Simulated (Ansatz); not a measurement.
# Run report: C$_{2}$H$_{6}$AlFO$_{2}$, nudged elastic band

- system: C$_{2}$H$_{6}$AlFO$_{2}$
- method: RKS CAM-B3LYP-D4/def2-SVP (Ansatz 0.2.0)

It belongs to a series of runs on one base structure; here: band between the two ends. Figures and captions count atoms from 1; the log counts them from 0 in places.

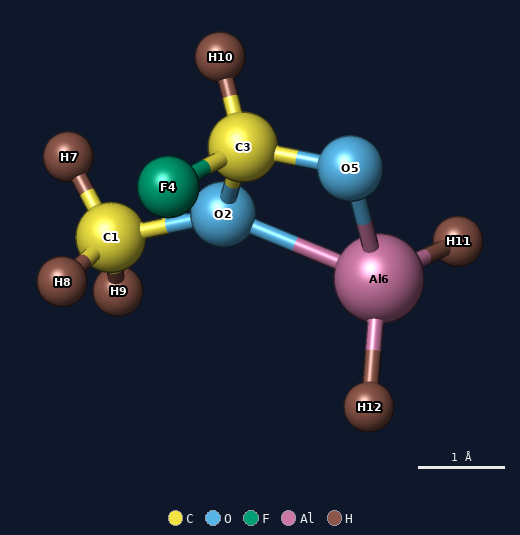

**Figure 1.** The starting structure (ball-and-stick view, seen at a tilt; atoms are numbered from 1 in the order of the input). Sticks mark near contacts. Bond lengths as drawn: Al–H 1.58 Å, Al–O 1.82 to 1.99 Å, C–F 1.36 Å, C–H 1.10 to 1.11 Å and C–O 1.31 to 1.46 Å.

### The input
```yaml
crystal:
  periodic: [false, false, false]
  atoms:
    - { symbol: C, position_ang: [0.967989, -0.018915, 1.290457] }
    - { symbol: O, position_ang: [0.297538, -0.155565, 0.045965] }
    - { symbol: C, position_ang: [-1.060919, -0.694457, -0.015694] }
    - { symbol: F, position_ang: [-1.756307, -0.085905, 0.985606] }
    - { symbol: O, position_ang: [-1.450059, -0.35761, -1.221496] }
    - { symbol: Al, position_ang: [-0.047483, 0.685391, -1.722389] }
    - { symbol: H, position_ang: [1.114304, -1.011299, 1.742707] }
    - { symbol: H, position_ang: [0.387386, 0.621233, 1.968089] }
    - { symbol: H, position_ang: [1.945073, 0.434317, 1.084988] }
    - { symbol: H, position_ang: [-1.033208, -1.775545, 0.218441] }
    - { symbol: H, position_ang: [0.908445, 0.056791, -2.809089] }
    - { symbol: H, position_ang: [-0.195657, 2.246166, -1.533687] }
basis:
  gaussian: { orbitals: def2-SVP }
hamiltonian:
  xc: cam_b3lyp
  dispersion: d4
neb:
  order_check: false
  images: 5
  f_tol: 0.03
  max_iterations: 60
  final_atoms:
    - { symbol: C, position_ang: [0.96715613, -0.06345657, 1.28893093] }
    - { symbol: O, position_ang: [0.27714383, -0.19425524, 0.05456665] }
    - { symbol: C, position_ang: [-1.13999736, -0.55377463, 0.02509665] }
    - { symbol: F, position_ang: [-1.74248483, 0.1995901, 0.98745646] }
    - { symbol: O, position_ang: [-1.49174196, -0.24209813, -1.19896409] }
    - { symbol: Al, position_ang: [0.02876164, 0.58173036, -1.7604578] }
    - { symbol: H, position_ang: [1.99582552, 0.23515943, 1.05518003] }
    - { symbol: H, position_ang: [0.97857953, -1.03229428, 1.81032014] }
    - { symbol: H, position_ang: [0.48439085, 0.69616953, 1.91817184] }
    - { symbol: H, position_ang: [-1.25184912, -1.61328358, 0.3237691] }
    - { symbol: H, position_ang: [0.88613582, -0.2255307, -2.81053538] }
    - { symbol: H, position_ang: [0.08518194, 2.15664572, -1.65963652] }
  initial_path:
    images:
      - { positions_ang: [[0.967989, -0.018915, 1.290457], [0.297538, -0.155565, 0.045965], [-1.060919, -0.694457, -0.015694], [-1.756307, -0.085905, 0.985606], [-1.450059, -0.35761, -1.221496], [-0.047483, 0.685391, -1.722389], [1.114304, -1.011299, 1.742707], [0.387386, 0.621233, 1.968089], [1.945073, 0.434317, 1.084988], [-1.033208, -1.775545, 0.218441], [0.908445, 0.056791, -2.809089], [-0.195657, 2.246166, -1.533687]] }
      - { positions_ang: [[0.95481347, -0.05111407, 1.42101682], [0.2043537, 0.10230235, 0.29409793], [-0.99421902, -0.56139079, 0.02776198], [-1.74903175, -0.29518135, 0.99185142], [-1.45493442, -0.12502252, -1.13596861], [-0.12740628, 0.67220663, -1.93442183], [1.39320124, -0.62549318, 1.6548308], [0.4936114, 0.02586457, 1.85125358], [1.50669686, 0.35364081, 1.6374906], [-0.78214376, -1.58501887, 0.07671728], [0.56473817, -0.12391243, -3.02799659], [0.06742239, 2.15772084, -1.82273537]] }
      - { positions_ang: [[0.94163794, -0.08331313, 1.55157663], [0.1111694, 0.3601697, 0.54223086], [-0.92751904, -0.42832459, 0.07121795], [-1.7417565, -0.5044577, 0.99809684], [-1.45980983, 0.10756497, -1.05044122], [-0.20732956, 0.65902226, -2.14645465], [1.67209847, -0.23968736, 1.5669546], [0.5998368, -0.56950386, 1.73441815], [1.06832073, 0.27296462, 2.1899932], [-0.53107952, -1.39449274, -0.06500645], [0.22103133, -0.30461586, -3.24690419], [0.33050178, 2.06927568, -2.11178374]] }
      - { positions_ang: [[0.9284624, -0.1155122, 1.68213645], [0.0179851, 0.61803705, 0.79036379], [-0.86081906, -0.29525838, 0.11467393], [-1.73448124, -0.71373404, 1.00434226], [-1.46468525, 0.34015245, -0.96491382], [-0.28725284, 0.64583789, -2.35848748], [1.95099571, 0.14611847, 1.47907841], [0.7060622, -1.16487229, 1.61758273], [0.62994459, 0.19228844, 2.74249579], [-0.28001528, -1.20396661, -0.20673017], [-0.1226755, -0.48531928, -3.46581178], [0.59358117, 1.98083051, -2.40083211]] }
      - { positions_ang: [[0.94136031, -0.09816032, 1.55106794], [0.10437134, 0.34727296, 0.54509808], [-0.95387849, -0.38143046, 0.08481484], [-1.73714911, -0.40929266, 0.99871366], [-1.47370415, 0.14606892, -1.04293058], [-0.18191468, 0.62446871, -2.15914425], [1.96593898, 0.17579879, 1.33777895], [0.79690131, -1.12067962, 1.68182853], [0.58142668, 0.3602488, 2.46772114], [-0.60395989, -1.3404056, -0.02989708], [0.21359494, -0.39872309, -3.24738631], [0.42411476, 2.03943558, -2.15376692]] }
      - { positions_ang: [[0.95425822, -0.08080844, 1.41999944], [0.19075758, 0.07650886, 0.29983236], [-1.04693792, -0.46760255, 0.05495574], [-1.73981697, -0.10485128, 0.99308506], [-1.48272306, -0.0480146, -1.12094733], [-0.07657652, 0.60309954, -1.95980103], [1.98088225, 0.20547911, 1.19647949], [0.88774042, -1.07648695, 1.74607433], [0.53290876, 0.52820916, 2.19294649], [-0.9279045, -1.47684459, 0.14693601], [0.54986538, -0.3121269, -3.02896085], [0.25464835, 2.09804065, -1.90670172]] }
      - { positions_ang: [[0.96715613, -0.06345657, 1.28893093], [0.27714383, -0.19425524, 0.05456665], [-1.13999736, -0.55377463, 0.02509665], [-1.74248483, 0.1995901, 0.98745646], [-1.49174196, -0.24209813, -1.19896409], [0.02876164, 0.58173036, -1.7604578], [1.99582552, 0.23515943, 1.05518003], [0.97857953, -1.03229428, 1.81032014], [0.48439085, 0.69616953, 1.91817184], [-1.25184912, -1.61328358, 0.3237691], [0.88613582, -0.2255307, -2.81053538], [0.08518194, 2.15664572, -1.65963652]] }
```

Launched with:
```bash
ansatz run input.yaml --threads 2 --pin off --max-ram 3072MiB --backend cpu --events-out ev --progress --plain --runs-dir out
```

### What the program printed
```
Engine: ansatz 0.2.0, aarch64-unknown-linux-gnu
Functional definition: CAM-B3LYP
  parameter alpha = 0.19
  parameter beta = 0.46
  parameter omega = 0.33/bohr
  parameter ac = 0.81
  exchange = (1 - alpha - beta)*b88_x + beta*b88_x_sr(omega) + alpha*exact_x + beta*exact_x_lr(omega)
  correlation = (1 - ac)*vwn5_c + ac*lyp_c
1253 factors; integrals over basis functions are off by at most 3.6e-4 eV
390 factors; integrals over basis functions are off by at most 8.8e-7 eV
mean field evaluation 1: about -15564.1677 eV, gradient 5.3e1 eV
mean field evaluation 2: about -15562.7303 eV, gradient 6.2e1 eV
mean field evaluation 4: about -15569.0398 eV, gradient 2.5e0 eV
mean field evaluation 8: about -15569.0851 eV, gradient 2.4e-2 eV
mean field -15569.08509356 eV, -572.1533240835 hartree, gradient 6.0e-5 eV, S^2 0.000000; 0 other end points of the search recorded, 0 dependent functions left out
the calculation of the forces begins
reference -15569.08522683 eV, -572.1533289809 hartree; 28, 28 occupied and 90, 90 virtual orbitals, 1253 factors
1253 factors; integrals over basis functions are off by at most 7.8e-4 eV
390 factors; integrals over basis functions are off by at most 8.5e-7 eV
mean field evaluation 16: about -15564.1673 eV, gradient 5.3e1 eV
mean field -15569.08507460 eV, -572.1533233867 hartree, gradient 5.8e-5 eV, S^2 0.000000; 0 other end points of the search recorded, 0 dependent functions left out
[... from here on the field's lines of each further geometry are left out, up to the last ...]
NEB iter   1: max|band force component| = 6.021e1 eV/Å  barrier→ = 22.8562 eV  barrier← = 22.8563 eV  Δτ_max = 0.2000 Å  (188 SCF iters)
NEB iter   2: max|band force component| = 1.780e1 eV/Å  barrier→ = 7.2273 eV  barrier← = 7.2273 eV  Δτ_max = 0.1987 Å  (165 SCF iters)
NEB iter   3: max|band force component| = 7.765e0 eV/Å  barrier→ = 2.8901 eV  barrier← = 2.8901 eV  Δτ_max = 0.2000 Å  (155 SCF iters)
NEB iter   4: max|band force component| = 2.999e0 eV/Å  barrier→ = 0.8632 eV  barrier← = 0.8633 eV  Δτ_max = 0.2000 Å  (153 SCF iters)
NEB iter   5: max|band force component| = 1.672e0 eV/Å  barrier→ = 0.7766 eV  barrier← = 0.7766 eV  Δτ_max = 0.2000 Å  (147 SCF iters)
NEB iter   6: max|band force component| = 1.438e0 eV/Å  barrier→ = 0.6305 eV  barrier← = 0.6306 eV  Δτ_max = 0.1996 Å  (152 SCF iters)
NEB iter   7: max|band force component| = 1.133e0 eV/Å  barrier→ = 0.4394 eV  barrier← = 0.4394 eV  Δτ_max = 0.2000 Å  (149 SCF iters)
NEB iter   8: max|band force component| = 9.814e-1 eV/Å  barrier→ = 0.2186 eV  barrier← = 0.2186 eV  Δτ_max = 0.2000 Å  (147 SCF iters)
NEB iter   9: max|band force component| = 6.221e-1 eV/Å  barrier→ = 0.0845 eV  barrier← = 0.0845 eV  Δτ_max = 0.1724 Å  (149 SCF iters)
NEB iter  10: max|band force component| = 2.389e-1 eV/Å  barrier→ = 0.0426 eV  barrier← = 0.0427 eV  CI = image 3  Δτ_max = 0.0790 Å  (150 SCF iters)
NEB iter  11: max|band force component| = 1.623e-1 eV/Å  barrier→ = 0.0414 eV  barrier← = 0.0414 eV  CI = image 3  Δτ_max = 0.0392 Å  (151 SCF iters)
NEB iter  12: max|band force component| = 1.091e-1 eV/Å  barrier→ = 0.0383 eV  barrier← = 0.0384 eV  CI = image 3  Δτ_max = 0.0768 Å  (152 SCF iters)
NEB iter  13: max|band force component| = 6.782e-2 eV/Å  barrier→ = 0.0371 eV  barrier← = 0.0371 eV  CI = image 3  Δτ_max = 0.0535 Å  (149 SCF iters)
NEB iter  14: max|band force component| = 3.241e-2 eV/Å  barrier→ = 0.0361 eV  barrier← = 0.0361 eV  CI = image 3  Δτ_max = 0.0607 Å  (150 SCF iters)
NEB iter  15: max|band force component| = 5.343e-2 eV/Å  barrier→ = 0.0351 eV  barrier← = 0.0351 eV  CI = image 3  Δτ_max = 0.0302 Å  (151 SCF iters)
NEB iter  16: max|band force component| = 5.910e-2 eV/Å  barrier→ = 0.0343 eV  barrier← = 0.0343 eV  CI = image 3  Δτ_max = 0.0302 Å  (140 SCF iters)
NEB iter  17: max|band force component| = 5.369e-2 eV/Å  barrier→ = 0.0336 eV  barrier← = 0.0336 eV  CI = image 3  Δτ_max = 0.0302 Å  (131 SCF iters)
the calculation of the forces begins
reference -15569.07842861 eV, -572.1530791510 hartree; 28, 28 occupied and 90, 90 virtual orbitals, 1253 factors
1253 factors; integrals over basis functions are off by at most 4.8e-4 eV
390 factors; integrals over basis functions are off by at most 8.6e-7 eV
mean field -15569.05179084 eV, -572.1521002311 hartree, gradient 6.6e-6 eV, S^2 0.000000; 1 other end points of the search recorded, 0 dependent functions left out
the calculation of the forces begins
reference -15569.05192213 eV, -572.1521050559 hartree; 28, 28 occupied and 90, 90 virtual orbitals, 1253 factors
NEB iter  18: max|band force component| = 2.678e-2 eV/Å  barrier→ = 0.0332 eV  barrier← = 0.0332 eV  CI = image 3  Δτ_max = 0.0000 Å  (268 SCF iters)
```

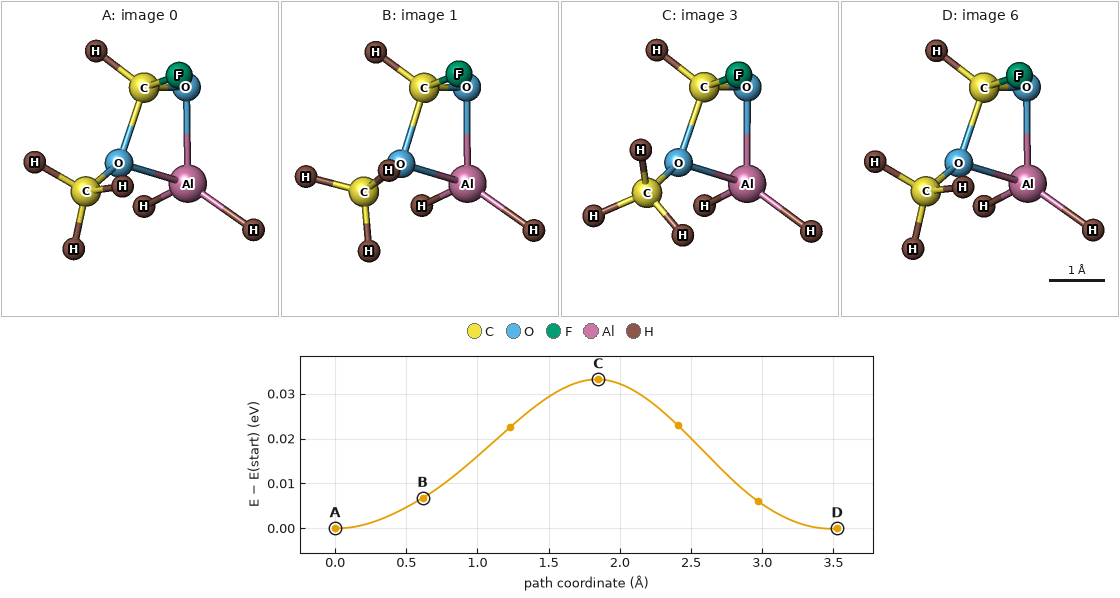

**Figure 2.** Images of the last band (counted from 0; ball-and-stick, seen at a tilt) above the energy along the path; the line is a cubic interpolation that uses the forces. The highest image is number 3, 0.033 eV above the start and 0.033 eV above the end (the climbing image); start and end have the same energy. The path is 3.53 Å long. The band converged in 18 iterations.

```
Total energy: -15569.25658113 eV, -572.1596261352 hartree
Atom 0 at     0.971359    -0.037929     1.284550 Å, force     0.004985     0.002153    -0.006266 eV/Å
Atom 1 at     0.299420    -0.179613     0.037851 Å, force     0.014706    -0.006003     0.002008 eV/Å
Atom 2 at    -1.062515    -0.717603    -0.050530 Å, force    -0.026834     0.009689     0.010941 eV/Å
Atom 3 at    -1.757090    -0.159548     0.980794 Å, force     0.002520    -0.009927    -0.007702 eV/Å
Atom 4 at    -1.450290    -0.322616    -1.237402 Å, force     0.003506    -0.000611    -0.005616 eV/Å
Atom 5 at    -0.039140     0.732941    -1.689526 Å, force     0.004749     0.004055     0.009454 eV/Å
Atom 6 at     1.942051    -0.548449     1.227751 Å, force     0.001115     0.001995     0.002103 eV/Å
Atom 7 at     0.357774    -0.480906     2.078443 Å, force    -0.002096     0.000353    -0.001072 eV/Å
Atom 8 at     1.117533     1.028714     1.503120 Å, force     0.000266     0.001235    -0.000223 eV/Å
Atom 9 at    -1.034757    -1.808274     0.130083 Å, force     0.002553     0.000628    -0.001729 eV/Å
Atom 10 at     0.900027     0.154829    -2.817769 Å, force    -0.003193    -0.004460    -0.001280 eV/Å
Atom 11 at    -0.167269     2.283058    -1.413467 Å, force    -0.002276     0.000893    -0.000618 eV/Å
Dipole moment:     0.481109    -0.263311     0.596383 e Å
this run last wrote the band of iteration 18 to [file]
```

### The last band as extended XYZ (Å, eV, eV/Å)
```
12
Properties=species:S:1:pos:R:3:forces:R:3 image=0 energy=-15569.28963
C     0.9680   -0.0189    1.2905    0.0043   0.0032   0.0022
O     0.2975   -0.1556    0.0460   -0.0048  -0.0044   0.0093
C    -1.0609   -0.6945   -0.0157    0.0060  -0.0005  -0.0064
F    -1.7563   -0.0859    0.9856   -0.0001   0.0020   0.0022
O    -1.4501   -0.3576   -1.2215    0.0021   0.0009  -0.0006
Al   -0.0475    0.6854   -1.7224   -0.0013   0.0005  -0.0001
H     1.1143   -1.0113    1.7427   -0.0021   0.0101  -0.0014
H     0.3874    0.6212    1.9681    0.0071  -0.0064  -0.0042
H     1.9451    0.4343    1.0850   -0.0091  -0.0050   0.0013
H    -1.0332   -1.7755    0.2184   -0.0004   0.0000  -0.0014
H     0.9084    0.0568   -2.8091   -0.0010   0.0002  -0.0005
H    -0.1957    2.2462   -1.5337   -0.0007  -0.0007  -0.0004
12
Properties=species:S:1:pos:R:3:forces:R:3 image=1 energy=-15569.28287
C     0.9704   -0.0545    1.2989   -0.0013   0.0003   0.0004
O     0.2698   -0.1101    0.0653    0.0026   0.0017  -0.0007
C    -1.0826   -0.6586   -0.0195   -0.0024  -0.0004  -0.0008
F    -1.7961   -0.0656    0.9777    0.0006  -0.0032  -0.0007
O    -1.4560   -0.3107   -1.2274   -0.0003  -0.0029   0.0011
Al   -0.0265    0.6959   -1.7249   -0.0006   0.0010   0.0011
H     1.4014   -1.0390    1.5346   -0.0082  -0.0044   0.0051
H     0.2859    0.2631    2.0962    0.0008   0.0104  -0.0010
H     1.7749    0.6821    1.1884    0.0079  -0.0060  -0.0038
H    -1.0535   -1.7420    0.2031    0.0032  -0.0018  -0.0006
H     0.9337    0.0207   -2.7800    0.0009   0.0041   0.0001
H    -0.1443    2.2635   -1.5785   -0.0030   0.0011  -0.0001
12
Properties=species:S:1:pos:R:3:forces:R:3 image=2 energy=-15569.26704
C     0.9825   -0.0612    1.2883   -0.0004  -0.0005   0.0015
O     0.2729   -0.1209    0.0582    0.0057   0.0064  -0.0008
C    -1.0737   -0.6895   -0.0369   -0.0071  -0.0041  -0.0010
F    -1.7879   -0.1449    0.9869   -0.0009  -0.0060  -0.0017
O    -1.4603   -0.3038   -1.2281    0.0005  -0.0007   0.0030
Al   -0.0451    0.7372   -1.6989    0.0000   0.0021  -0.0009
H     1.7278   -0.8682    1.3343   -0.0089  -0.0106   0.0050
H     0.2704   -0.1477    2.1185   -0.0041   0.0145   0.0008
H     1.4835    0.9133    1.3486    0.0138  -0.0034  -0.0071
H    -1.0263   -1.7794    0.1457    0.0060  -0.0014  -0.0016
H     0.9063    0.1125   -2.7926    0.0014   0.0024   0.0016
H    -0.1731    2.2972   -1.4901   -0.0058   0.0015   0.0012
12
Properties=species:S:1:pos:R:3:forces:R:3 image=3 energy=-15569.25645
C     0.9714   -0.0379    1.2846    0.0050   0.0022  -0.0063
O     0.2994   -0.1796    0.0379    0.0147  -0.0060   0.0020
C    -1.0625   -0.7176   -0.0505   -0.0268   0.0097   0.0109
F    -1.7571   -0.1595    0.9808    0.0025  -0.0099  -0.0077
O    -1.4503   -0.3226   -1.2374    0.0035  -0.0006  -0.0056
Al   -0.0391    0.7329   -1.6895    0.0047   0.0041   0.0095
H     1.9421   -0.5484    1.2278    0.0011   0.0020   0.0021
H     0.3578   -0.4809    2.0784   -0.0021   0.0004  -0.0011
H     1.1175    1.0287    1.5031    0.0003   0.0012  -0.0002
H    -1.0348   -1.8083    0.1301    0.0026   0.0006  -0.0017
H     0.9000    0.1548   -2.8178   -0.0032  -0.0045  -0.0013
H    -0.1673    2.2831   -1.4135   -0.0023   0.0009  -0.0006
12
Properties=species:S:1:pos:R:3:forces:R:3 image=4 energy=-15569.26669
C     0.9703   -0.0426    1.2737    0.0014  -0.0003  -0.0032
O     0.3083   -0.2354    0.0288    0.0046   0.0014  -0.0056
C    -1.0935   -0.6674   -0.0216   -0.0152   0.0089   0.0099
F    -1.7254   -0.0221    0.9993    0.0079   0.0017  -0.0079
O    -1.4723   -0.2868   -1.2162    0.0002  -0.0064   0.0049
Al   -0.0111    0.6790   -1.7067   -0.0074  -0.0019  -0.0031
H     2.0291   -0.2943    1.1342    0.0042   0.0150  -0.0041
H     0.5304   -0.7088    2.0268    0.0085  -0.0147  -0.0018
H     0.8676    0.9991    1.6078   -0.0155  -0.0012   0.0077
H    -1.1420   -1.7502    0.1984   -0.0040   0.0021  -0.0013
H     0.8705    0.0377   -2.8465    0.0039  -0.0032   0.0025
H    -0.0548    2.2363   -1.4442    0.0112  -0.0013   0.0022
12
Properties=species:S:1:pos:R:3:forces:R:3 image=5 energy=-15569.28354
C     0.9682   -0.0610    1.2752   -0.0005  -0.0004  -0.0006
O     0.2968   -0.2387    0.0350    0.0013  -0.0003   0.0000
C    -1.1217   -0.6046    0.0044   -0.0038   0.0019  -0.0008
F    -1.7179    0.1090    1.0010    0.0014   0.0039  -0.0011
O    -1.4875   -0.2511   -1.2032   -0.0001   0.0002   0.0023
Al    0.0120    0.6324   -1.7308   -0.0038  -0.0024  -0.0015
H     2.0439   -0.0421    1.0631    0.0011   0.0113  -0.0024
H     0.7437   -0.9092    1.9371    0.0091  -0.0089  -0.0040
H     0.6568    0.8758    1.7565   -0.0098  -0.0048   0.0076
H    -1.2221   -1.6750    0.2650   -0.0026   0.0025   0.0018
H     0.8663   -0.0894   -2.8430    0.0021  -0.0017   0.0009
H     0.0387    2.1985   -1.5264    0.0055  -0.0013  -0.0022
12
Properties=species:S:1:pos:R:3:forces:R:3 image=6 energy=-15569.28966
C     0.9672   -0.0635    1.2889    0.0017  -0.0028   0.0045
O     0.2771   -0.1943    0.0546   -0.0002   0.0044  -0.0039
C    -1.1400   -0.5538    0.0251   -0.0035  -0.0036  -0.0083
F    -1.7425    0.1996    0.9875   -0.0017   0.0008   0.0050
O    -1.4917   -0.2421   -1.1990    0.0070   0.0026   0.0009
Al    0.0288    0.5817   -1.7605   -0.0022  -0.0028   0.0062
H     1.9958    0.2352    1.0552   -0.0040  -0.0009   0.0025
H     0.9786   -1.0323    1.8103   -0.0002   0.0089  -0.0010
H     0.4844    0.6962    1.9182    0.0049  -0.0067  -0.0050
H    -1.2518   -1.6133    0.3238   -0.0010   0.0007   0.0015
H     0.8861   -0.2255   -2.8105    0.0002   0.0003  -0.0011
H     0.0852    2.1566   -1.6596   -0.0010  -0.0009  -0.0013
```

### Results in brief

```json
{"quantity": "outcome", "value": "converged"}
{"quantity": "barrier, forward", "value": "0.033 eV"}
{"quantity": "barrier, backward", "value": "0.033 eV"}
{"quantity": "hardware", "value": "2 threads of Arm Neoverse V1, 24 GiB of memory available, shared host"}
{"quantity": "wall time", "value": "6.4 min (CPU time 13 min)"}
{"quantity": "peak memory", "value": "0.35 GiB"}
```

### Remarks

The order of the saddle point was not checked.
